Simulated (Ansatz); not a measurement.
C₂H₉AlClN: several calculations on one system

Part 1: Relaxation

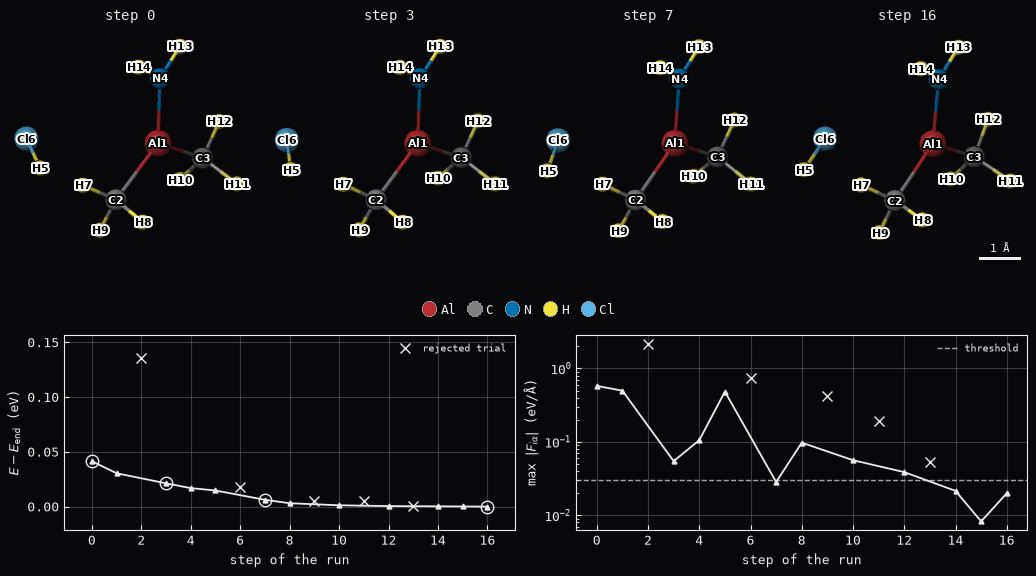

Frames of a relaxation of C₂H₉AlClN, marked on the history of the run. The picture is a ball-and-stick view, seen at a tilt.

The run prepares an end point of a later path (reaction) calculation, from a guessed geometry.

Theory: Ansatz, RKS PBE0/6-31G*.

The input:
```yaml
crystal:
  periodic: [false, false, false]
  atoms:
    - { symbol: Al, position_ang: [-0.163982, 0.426867, -0.132004] }
    - { symbol: C, position_ang: [1.611976, -0.056389, 0.577459] }
    - { symbol: C, position_ang: [-0.703604, 0.018083, -1.972972] }
    - { symbol: "N", position_ang: [-1.225146, 1.419106, 0.904649] }
    - { symbol: H, position_ang: [0.569027, -1.946633, 1.568884] }
    - { symbol: Cl, position_ang: [-0.517937, -2.679263, 1.508316] }
    - { symbol: H, position_ang: [1.681898, -0.093498, 1.675309] }
    - { symbol: H, position_ang: [2.341218, 0.706285, 0.2655] }
    - { symbol: H, position_ang: [1.996135, -1.004108, 0.171403] }
    - { symbol: H, position_ang: [-0.537975, -1.037474, -2.222506] }
    - { symbol: H, position_ang: [-0.111289, 0.606647, -2.686835] }
    - { symbol: H, position_ang: [-1.759375, 0.240689, -2.166559] }
    - { symbol: H, position_ang: [-2.156156, 1.718752, 0.648915] }
    - { symbol: H, position_ang: [-1.024689, 1.680736, 1.86044] }
basis:
  gaussian: { orbitals: "6-31G*" }
hamiltonian:
  xc: pbe0
relax:
  f_tol: 0.03
  max_steps: 50
```

Command:
```bash
ansatz run input.yaml --threads 2 --pin off --max-ram 3072MiB --backend cpu --events-out ev --progress --plain --runs-dir out
```

Q: What happens along the run?

A: The energy falls by 0.042 eV in 11 accepted moves (16 points after the start). Largest force component: 0.58 eV/Å at the start, 0.02 eV/Å at the end. The line search rejected the trial steps at points 2, 6, 9, 11, 13 of the run. The forces were under the threshold at step 7, but the run went on from there. Cl6 moves most after the best rigid fit: 0.59 Å. Largest moves by element: Cl 0.59 Å, H 0.51 Å, C 0.14 Å, N 0.08 Å, Al 0.06 Å. Among the contacts that change: Al1–Cl6 3.530 → 3.125 Å, H5–Cl6 1.312 → 1.285 Å, Al1–N4 1.785 → 1.789 Å. Among the angles between lasting bonds that change: Al1–C2–H7 115.1° → 112.9°. Cost: 47 s on 2 threads of Intel(R) Xeon(R) Platinum 8488C (Sapphire Rapids), with other jobs on the host, peak memory 0.25 GiB. From step 0 to 3: H5 moves most (0.23 Å), energy −0.020 eV. From step 3 to 7: Cl6 moves most (0.32 Å), energy −0.015 eV. From step 7 to 16: Cl6 moves most (0.21 Å), energy −0.006 eV.

```json
{"step": "0", "E − E(0), eV": "0.0000", "largest force component, eV/Å": "0.5793", "note": ""}
{"step": "1", "E − E(0), eV": "-0.0110", "largest force component, eV/Å": "0.4978", "note": ""}
{"step": "2", "E − E(0), eV": "0.0938", "largest force component, eV/Å": "2.1779", "note": "rejected"}
{"step": "3", "E − E(0), eV": "-0.0202", "largest force component, eV/Å": "0.0547", "note": ""}
{"step": "4", "E − E(0), eV": "-0.0246", "largest force component, eV/Å": "0.1056", "note": ""}
{"step": "5", "E − E(0), eV": "-0.0268", "largest force component, eV/Å": "0.4835", "note": ""}
{"step": "6", "E − E(0), eV": "-0.0235", "largest force component, eV/Å": "0.7479", "note": "rejected"}
{"step": "7", "E − E(0), eV": "-0.0353", "largest force component, eV/Å": "0.0285", "note": ""}
{"step": "8", "E − E(0), eV": "-0.0384", "largest force component, eV/Å": "0.0976", "note": ""}
{"step": "9", "E − E(0), eV": "-0.0365", "largest force component, eV/Å": "0.4160", "note": "rejected"}
{"step": "10", "E − E(0), eV": "-0.0403", "largest force component, eV/Å": "0.0564", "note": ""}
{"step": "11", "E − E(0), eV": "-0.0367", "largest force component, eV/Å": "0.1915", "note": "rejected"}
{"step": "12", "E − E(0), eV": "-0.0410", "largest force component, eV/Å": "0.0388", "note": ""}
{"step": "13", "E − E(0), eV": "-0.0410", "largest force component, eV/Å": "0.0541", "note": "rejected"}
{"step": "14", "E − E(0), eV": "-0.0412", "largest force component, eV/Å": "0.0215", "note": ""}
{"step": "15", "E − E(0), eV": "-0.0414", "largest force component, eV/Å": "0.0083", "note": ""}
{"step": "16", "E − E(0), eV": "-0.0415", "largest force component, eV/Å": "0.0200", "note": ""}
```

Part 2: Relaxation

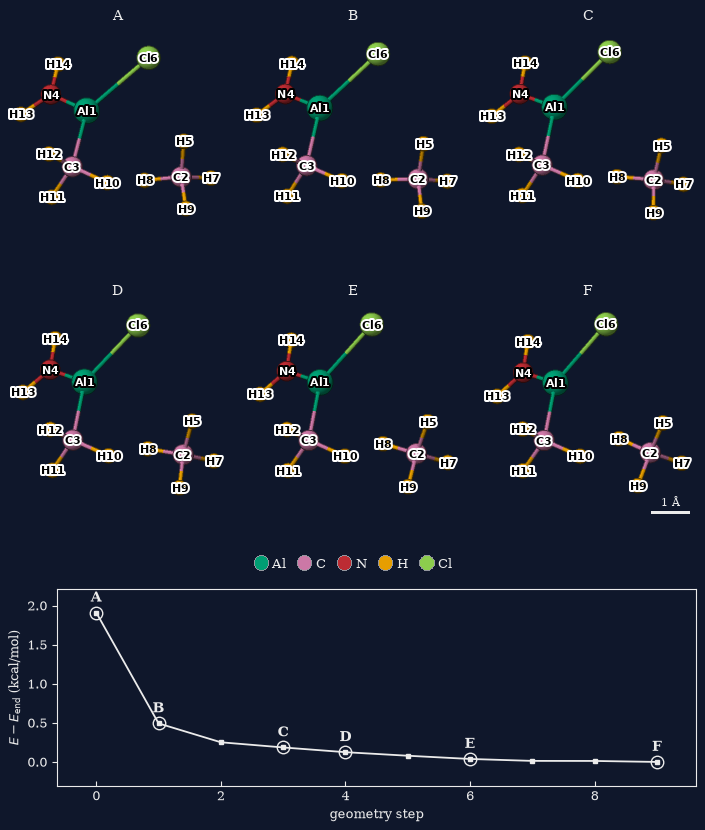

Frames of a relaxation of C₂H₉AlClN, marked on the history of the run. The picture is a ball-and-stick view, seen from a free direction.

The run prepares an end point of a later path (reaction) calculation, from a guessed geometry.

These are results of Ansatz, RKS PBE0/6-31G*, not measurements.

Input
```yaml
crystal:
  periodic: [false, false, false]
  atoms:
    - { symbol: Al, position_ang: [-1.155584, -0.080369, 0.110138] }
    - { symbol: C, position_ang: [2.043793, -0.473629, 0.661325] }
    - { symbol: C, position_ang: [-0.774925, -0.170899, -1.794936] }
    - { symbol: "N", position_ang: [-1.570167, 1.388593, 1.007855] }
    - { symbol: H, position_ang: [1.25322, -1.161894, 0.941874] }
    - { symbol: Cl, position_ang: [-1.247056, -1.925818, 1.301673] }
    - { symbol: H, position_ang: [2.821321, -0.501687, 1.430394] }
    - { symbol: H, position_ang: [1.664666, 0.553205, 0.592232] }
    - { symbol: H, position_ang: [2.470212, -0.770418, -0.30166] }
    - { symbol: H, position_ang: [-0.037638, -0.952472, -2.014729] }
    - { symbol: H, position_ang: [-0.38716, 0.781108, -2.178545] }
    - { symbol: H, position_ang: [-1.684363, -0.411665, -2.361017] }
    - { symbol: H, position_ang: [-1.588631, 2.320397, 0.615137] }
    - { symbol: H, position_ang: [-1.807587, 1.405348, 1.99026] }
basis:
  gaussian: { orbitals: "6-31G*" }
hamiltonian:
  xc: pbe0
relax:
  f_tol: 0.03
  max_steps: 50
```

Run as
```bash
ansatz run input.yaml --threads 2 --pin off --max-ram 3072MiB --backend cpu --events-out ev --progress --plain --runs-dir out
```

What happens along the run?

Answer. The atom that moves furthest after the best rigid fit is H9 (0.52 Å). Largest moves by element: H 0.52 Å, Cl 0.44 Å, Al 0.11 Å, N 0.10 Å, C 0.08 Å. Some distances before and after: Al1–Cl6 2.199 → 2.123 Å, C2–H5 1.085 → 1.095 Å. After 9 geometry steps the energy has fallen by 1.91 kcal/mol. Largest force component: 0.77 eV/Å at the start, 0.02 eV/Å at the end. The run took 30 s on 2 threads of Intel(R) Xeon(R) Platinum 8488C (Sapphire Rapids) (shared host), peak memory 0.25 GiB. From step 0 to 1: Cl6 moves most (0.19 Å), energy −1.42 kcal/mol. From step 1 to 3: Cl6 moves most (0.11 Å), energy −0.31 kcal/mol. From step 3 to 4: H9 moves most (0.11 Å), energy −0.06 kcal/mol. From step 4 to 6: H9 moves most (0.17 Å), energy −0.09 kcal/mol. From step 6 to 9: H9 moves most (0.16 Å), energy −0.04 kcal/mol.

| step | E − E(0), kcal/mol | largest force component, eV/Å |
| --- | --- | --- |
| 0 | 0.00 | 0.7711 |
| 1 | -1.42 | 0.3175 |
| 2 | -1.66 | 0.1346 |
| 3 | -1.72 | 0.0686 |
| 4 | -1.79 | 0.1636 |
| 5 | -1.83 | 0.1514 |
| 6 | -1.87 | 0.1006 |
| 7 | -1.90 | 0.0667 |
| 8 | -1.90 | 0.0546 |
| 9 | -1.91 | 0.0196 |

Limits of the set-up: the start holds two separate molecules, 2.6 Å apart at their closest, whose relative position is a soft coordinate and is computed without a dispersion correction.

Part 3: Path

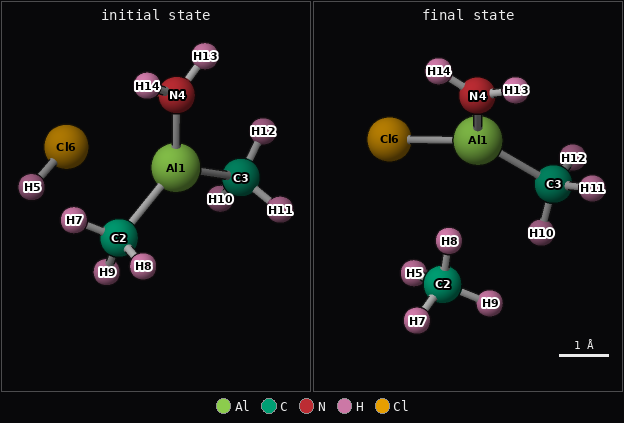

The two relaxed end points of a path for C$_{2}$H$_{9}$AlClN, made up at the start of C2H8AlN and HCl. A ball-and-stick model, seen from a free direction.

Theory: Ansatz 0.2.0, RKS PBE0/6-31G*.

Settings: 7 movable images; climbing image; force threshold 0.03 eV/Å; iteration limit 60.

Start:
```xyz
14

Al   -0.1316    0.4091   -0.0817
C     1.6838    0.0667    0.6129
C    -0.7309   -0.0930   -1.8841
N    -1.1815    1.4795    0.8938
H     0.4599   -2.4418    1.5617
Cl   -0.6907   -2.4726    0.9900
H     1.7164    0.0015    1.7086
H     2.3645    0.8821    0.3339
H     2.1237   -0.8525    0.2054
H    -0.5307   -1.1498   -2.1003
H    -0.2071    0.4925   -2.6521
H    -1.8053    0.0752   -2.0296
H    -2.1160    1.7621    0.6315
H    -0.9545    1.8407    1.8100
```

End:
```xyz
14

Al   -1.2602   -0.0705    0.0724
C     2.0247   -0.4777    0.7460
C    -0.7483   -0.2693   -1.7947
N    -1.4277    1.4831    0.9107
H     1.4156   -1.3675    0.9338
Cl   -1.7836   -1.7710    1.2311
H     2.9506   -0.5584    1.3210
H     1.4890    0.4228    1.0656
H     2.2617   -0.4095   -0.3191
H    -0.0044   -1.0642   -1.9167
H    -0.3277    0.6549   -2.2067
H    -1.6148   -0.5429   -2.4088
H    -1.2396    2.3858    0.4972
H    -1.7353    1.5841    1.8682
```

> What barrier does the band find between them, and by what path?

The energy climbs by 0.24 eV to image 2 and then falls by 2.25 eV, so the end point sits at −2.02 eV. Breaking: Al1–C2 (1.97 → 2.05 at the top → 3.38 Å), H5–Cl6 (1.29 → 1.42 at the top → 3.24 Å). Forming: Al1–Cl6 (3.12 → 2.62 at the top → 2.12 Å), C2–H5 (2.95 → 1.66 at the top → 1.09 Å). The band converged in 11 iterations. The largest component of the band force went from 4.2 to 0.024 eV/Å. The climbing image converged on the top of the path. Its vibrational analysis gives one imaginary mode (494i cm⁻¹), as a transition state must have.

Energies of the converged images:

```tsv
image	path (Å)	E (eV)
0	0.00	0.000
1	0.79	0.054
2	1.58	0.236
3	2.25	-0.923
4	2.93	-1.657
5	3.61	-1.879
6	4.29	-1.986
7	4.97	-2.008
8	5.65	-2.016
```

The geometry at the top of the path:

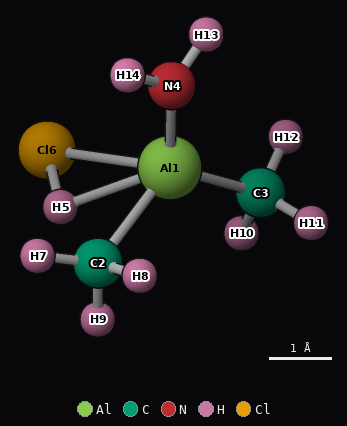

Limits of the set-up: the start holds two separate molecules, 2.7 Å apart at their closest, whose relative position is a soft coordinate and is computed without a dispersion correction.

Cost: 3.7 min on 2 threads of Intel(R) Xeon(R) Platinum 8488C (Sapphire Rapids), on a shared host, peak memory 0.27 GiB.
